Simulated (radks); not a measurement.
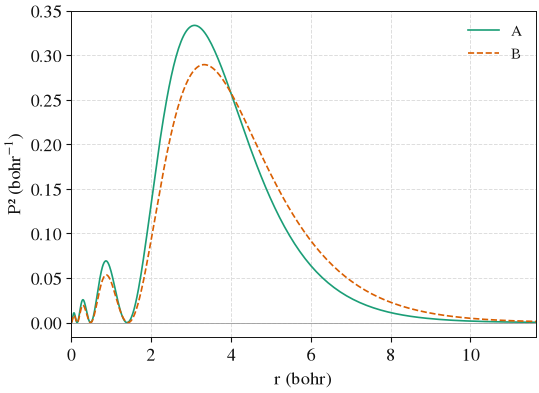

A free Tc atom was computed in two configurations: [Kr] 4d3 5s2 5p2; [Kr] 4d4 5s2 5p1. Theory: scalar-relativistic Kohn-Sham, PBE, spin-unpolarised, spherical densities, finite nucleus (computed with the in-house radial solver radks).

The plot shows P² of the 5p orbital in both runs (large components where relativistic).

Q: Assign A and B.

Answer: A is [Kr] 4d3 5s2 5p2 (⟨r⟩ = 3.74 bohr, eigenvalue −3.49 eV); B is [Kr] 4d4 5s2 5p1 (⟨r⟩ = 4.16 bohr, eigenvalue −2.51 eV). The orbital is smaller where the other electrons screen the nucleus less.
